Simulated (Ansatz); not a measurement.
# Calculations on C2H8ClNSSi

Part 1: Relaxation

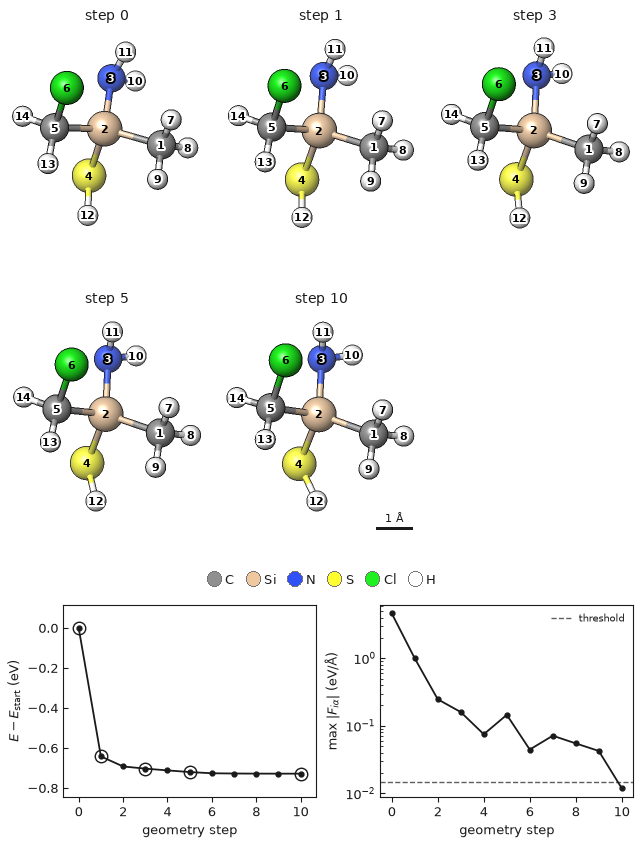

Frames of a relaxation of C2H8ClNSSi, marked on the history of the run. Style: ball-and-stick. Shown at a tilt.

The run prepares an end point of a later path (torsion) calculation, from a guessed geometry.

The calculation used RKS B3LYP/STO-3G (Ansatz 0.2.0).

The input:
```yaml
crystal:
  periodic: [false, false, false]
  atoms:
    - { symbol: C, position_ang: [-0.8828, -0.8568, 1.0452] }
    - { symbol: Si, position_ang: [0.206, -0.1435, -0.2636] }
    - { symbol: "N", position_ang: [1.7793, -0.6158, 0.052] }
    - { symbol: S, position_ang: [-0.1656, -1.1397, -2.1048] }
    - { symbol: C, position_ang: [0.0299, 1.6763, -0.5223] }
    - { symbol: Cl, position_ang: [0.345, 2.5462, 1.0296] }
    - { symbol: H, position_ang: [-0.6726, -0.3957, 2.0236] }
    - { symbol: H, position_ang: [-0.8172, -1.8844, 1.1011] }
    - { symbol: H, position_ang: [-1.9696, -0.5481, 0.8499] }
    - { symbol: H, position_ang: [1.8916, -1.6292, 0.0347] }
    - { symbol: H, position_ang: [2.0677, -0.3531, 1.0332] }
    - { symbol: H, position_ang: [-1.4972, -0.7486, -2.185] }
    - { symbol: H, position_ang: [-1.0331, 1.9788, -0.8359] }
    - { symbol: H, position_ang: [0.7056, 2.0844, -1.2287] }
basis:
  gaussian: { orbitals: STO-3G }
hamiltonian:
  xc: b3lyp
relax:
  f_tol: 0.015
  max_steps: 40
```

Launched with:
```bash
ansatz run input.yaml --threads 1 --pin off --max-ram 2048MiB --backend cpu --events-out ev --progress --plain --runs-dir out
```

> What happens along the run?

Over 10 geometry steps the energy falls by 0.728 eV. The largest force component goes from 4.6 to 0.012 eV/Å. The atom that moves furthest after the best rigid fit is H11 (0.48 Å). By element the largest moves are H 0.48 Å, Cl 0.35 Å, C 0.20 Å, S 0.18 Å, N 0.13 Å, Si 0.13 Å. Among the contacts that change: Si2–N3 1.673 → 1.766 Å, C1–H8 1.031 → 1.098 Å, C5–Cl6 1.807 → 1.863 Å, Si2–C5 1.847 → 1.901 Å. Among the angles between lasting bonds that change: N3–Si2–C5 113.2° → 104.4°, C1–Si2–N3 108.2° → 116.0°, C1–Si2–C5 115.1° → 107.7°. Groups turn about Si2–S4 by about 25°, Si2–N3 by about 20°. The run took roughly 29 core-seconds on a shared host. From step 0 to 1: H10 moves most (0.18 Å), energy −0.641 eV. From step 1 to 3: H11 moves most (0.15 Å), energy −0.061 eV. From step 3 to 5: H12 moves most (0.12 Å), energy −0.017 eV. From step 5 to 10: H12 moves most (0.20 Å), energy −0.008 eV.

```json
{"step": "0", "E − E(0), eV": "0.0000", "largest force component, eV/Å": "4.5892"}
{"step": "1", "E − E(0), eV": "-0.6414", "largest force component, eV/Å": "0.9917"}
{"step": "2", "E − E(0), eV": "-0.6915", "largest force component, eV/Å": "0.2470"}
{"step": "3", "E − E(0), eV": "-0.7024", "largest force component, eV/Å": "0.1598"}
{"step": "4", "E − E(0), eV": "-0.7112", "largest force component, eV/Å": "0.0751"}
{"step": "5", "E − E(0), eV": "-0.7195", "largest force component, eV/Å": "0.1456"}
{"step": "6", "E − E(0), eV": "-0.7256", "largest force component, eV/Å": "0.0446"}
{"step": "7", "E − E(0), eV": "-0.7268", "largest force component, eV/Å": "0.0715"}
{"step": "8", "E − E(0), eV": "-0.7274", "largest force component, eV/Å": "0.0550"}
{"step": "9", "E − E(0), eV": "-0.7276", "largest force component, eV/Å": "0.0426"}
{"step": "10", "E − E(0), eV": "-0.7276", "largest force component, eV/Å": "0.0120"}
```

Limits of the set-up: STO-3G is a minimal basis, so the numbers are rough.

Part 2: Relaxation

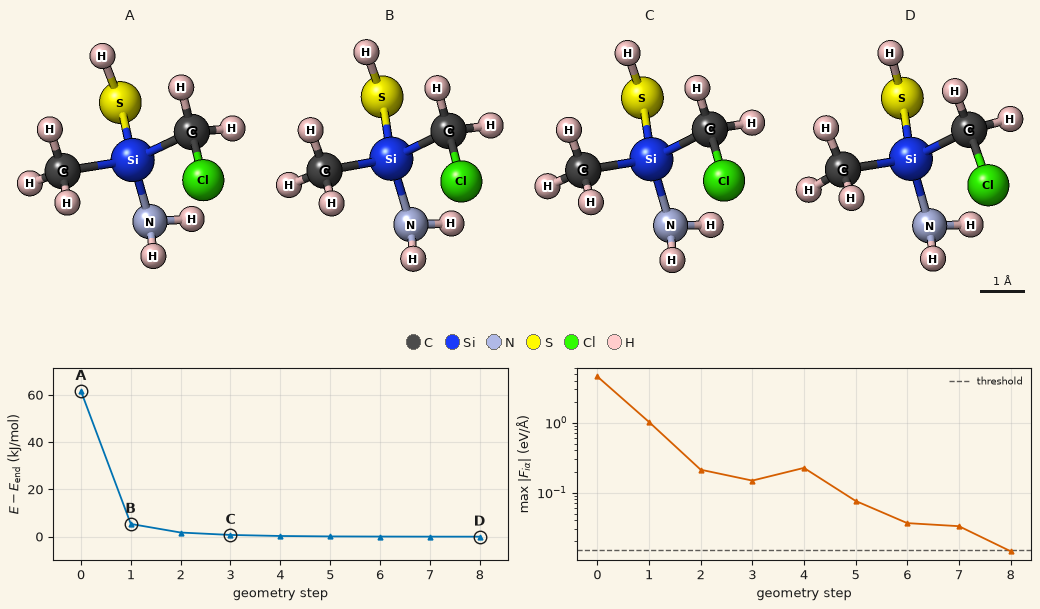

Frames of a relaxation of C₂H₈ClNSSi, marked on the history of the run. A ball-and-stick model, seen face on.

The run prepares an end point of a later path (torsion) calculation, from a guessed geometry.

Theory: Ansatz 0.2.0, RKS B3LYP/STO-3G.

The input:
```yaml
crystal:
  periodic: [false, false, false]
  atoms:
    - { symbol: C, position_ang: [-0.8828, -0.8568, 1.0452] }
    - { symbol: Si, position_ang: [0.206, -0.1435, -0.2636] }
    - { symbol: "N", position_ang: [1.7793, -0.6158, 0.052] }
    - { symbol: S, position_ang: [-0.1656, -1.1397, -2.1048] }
    - { symbol: C, position_ang: [0.0299, 1.6763, -0.5223] }
    - { symbol: Cl, position_ang: [0.345, 2.5462, 1.0296] }
    - { symbol: H, position_ang: [-0.6726, -0.3957, 2.0236] }
    - { symbol: H, position_ang: [-0.8172, -1.8844, 1.1011] }
    - { symbol: H, position_ang: [-1.9696, -0.5481, 0.8499] }
    - { symbol: H, position_ang: [2.10145, -0.30609, 0.96862] }
    - { symbol: H, position_ang: [2.45721, -0.15691, -0.61493] }
    - { symbol: H, position_ang: [-1.4972, -0.7486, -2.185] }
    - { symbol: H, position_ang: [-1.0331, 1.9788, -0.8359] }
    - { symbol: H, position_ang: [0.7056, 2.0844, -1.2287] }
basis:
  gaussian: { orbitals: STO-3G }
hamiltonian:
  xc: b3lyp
relax:
  f_tol: 0.015
  max_steps: 40
```

Launched with:
```bash
ansatz run input.yaml --threads 1 --pin off --max-ram 2048MiB --backend cpu --events-out ev --progress --plain --runs-dir out
```

**What happens along the run?**

After 8 geometry steps the energy has fallen by 61.6 kJ/mol. Largest force component: 4.6 eV/Å at the start, 0.014 eV/Å at the end. The largest move after the best rigid fit is that of H14, 0.22 Å. By element the largest moves are H 0.22 Å, Cl 0.18 Å, S 0.13 Å, Si 0.11 Å, N 0.10 Å, C 0.08 Å. Some distances before and after: Si2–N3 1.673 → 1.764 Å, Si2–C5 1.847 → 1.916 Å, C1–H8 1.031 → 1.097 Å, C5–Cl6 1.807 → 1.862 Å. Among the angles between lasting bonds that change: C1–Si2–C5 115.1° → 107.2°, C1–Si2–S4 109.3° → 114.5°, N3–Si2–S4 101.3° → 106.3°. From step 0 to 1: S4 moves most (0.16 Å), energy −56.2 kJ/mol. From step 1 to 3: H14 moves most (0.07 Å), energy −4.66 kJ/mol. From step 3 to 8: Cl6 moves most (0.18 Å), energy −0.73 kJ/mol.

Limits of the set-up: STO-3G is a minimal basis, so the numbers are rough.

Part 3: Path

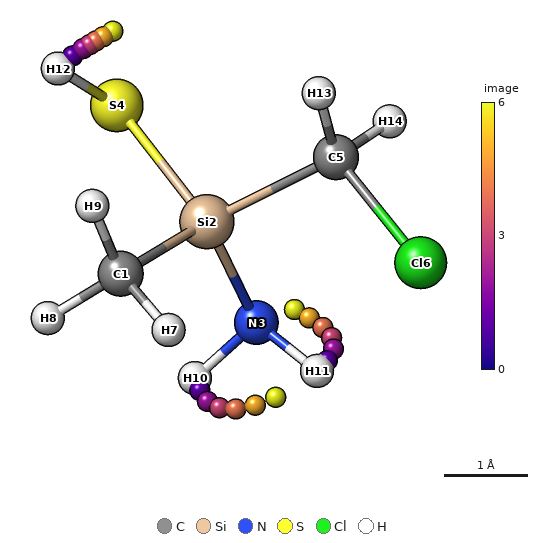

A search for the minimum-energy path of C$_{2}$H$_{8}$ClNSSi by the nudged elastic band. Images are numbered from 0 (start) to 6 (end). The start is drawn whole; smaller spheres mark the moving atoms (H) in the later images, joined by lines and coloured by the number of the image. Style: ball-and-stick. Shown at a tilt.

These are results of RKS B3LYP/STO-3G (Ansatz), not measurements.

The input:
```yaml
crystal:
  periodic: [false, false, false]
  atoms:
    - { symbol: C, position_ang: [-1.053906, -0.821264, 0.95146] }
    - { symbol: Si, position_ang: [0.178392, -0.231906, -0.352594] }
    - { symbol: "N", position_ang: [1.879254, -0.57378, -0.020619] }
    - { symbol: S, position_ang: [-0.26566, -1.097373, -2.254851] }
    - { symbol: C, position_ang: [0.082855, 1.665801, -0.423772] }
    - { symbol: Cl, position_ang: [0.637187, 2.4121, 1.190299] }
    - { symbol: H, position_ang: [-0.858378, -0.333641, 1.915367] }
    - { symbol: H, position_ang: [-0.992219, -1.906504, 1.10348] }
    - { symbol: H, position_ang: [-2.085629, -0.583003, 0.661934] }
    - { symbol: H, position_ang: [2.033025, -1.564289, 0.286849] }
    - { symbol: H, position_ang: [2.227415, 0.017928, 0.773272] }
    - { symbol: H, position_ang: [-1.602635, -1.152878, -2.010254] }
    - { symbol: H, position_ang: [-0.938069, 2.046482, -0.596248] }
    - { symbol: H, position_ang: [0.745368, 2.093128, -1.195324] }
basis:
  gaussian: { orbitals: STO-3G }
hamiltonian:
  xc: b3lyp
neb:
  order_check: false
  images: 5
  f_tol: 0.03
  max_iterations: 60
  initial_path: idpp
  final_atoms:
    - { symbol: C, position_ang: [-1.08225799, -0.89041977, 1.0224024] }
    - { symbol: Si, position_ang: [0.1500999, -0.33798496, -0.28244988] }
    - { symbol: "N", position_ang: [1.75159121, -0.90362569, 0.19300216] }
    - { symbol: S, position_ang: [-0.21054772, -1.13107294, -2.23514978] }
    - { symbol: C, position_ang: [0.03404872, 1.57117661, -0.40051105] }
    - { symbol: Cl, position_ang: [0.60526667, 2.36610085, 1.18321919] }
    - { symbol: H, position_ang: [-0.89545883, -0.37416885, 1.97339111] }
    - { symbol: H, position_ang: [-1.00544463, -1.97005527, 1.20145656] }
    - { symbol: H, position_ang: [-2.11462364, -0.6709264, 0.72153052] }
    - { symbol: H, position_ang: [1.99126025, -0.58959482, 1.16474596] }
    - { symbol: H, position_ang: [2.51045254, -0.50595416, -0.41222507] }
    - { symbol: H, position_ang: [-1.42132764, -0.5193751, -2.34252203] }
    - { symbol: H, position_ang: [-0.99709867, 1.93006202, -0.56288282] }
    - { symbol: H, position_ang: [0.67103981, 1.99663948, -1.19500826] }
```

Run as
```bash
ansatz run input.yaml --threads 1 --pin off --max-ram 2048MiB --backend cpu --events-out ev --progress --plain --runs-dir out
```

What moves, how far, and at what cost in energy?

Answer. The motion is a rotation about the Si2–N3 bond by about 100°, with a turn of about 30° about Si2–S4. No bond forms or breaks between the ends. Bond angles that change up to the highest image, for instance: C1–Si2–N3 116.0° → 111.2°, N3–Si2–C5 104.4° → 109.0°. The highest point, image 3, lies 0.042 eV above the start and 0.039 eV above the end; the end is at 0.003 eV relative to the start. The band converged in 10 iterations. The largest component of the band force went from 0.55 to 0.012 eV/Å. The climbing image converged on the top of the path. Its vibrational analysis gives one imaginary mode (170i cm⁻¹), as a transition state must have.

Limits of the set-up: STO-3G is a minimal basis, so the numbers are rough.

The run took about 120 core-seconds on a shared host.
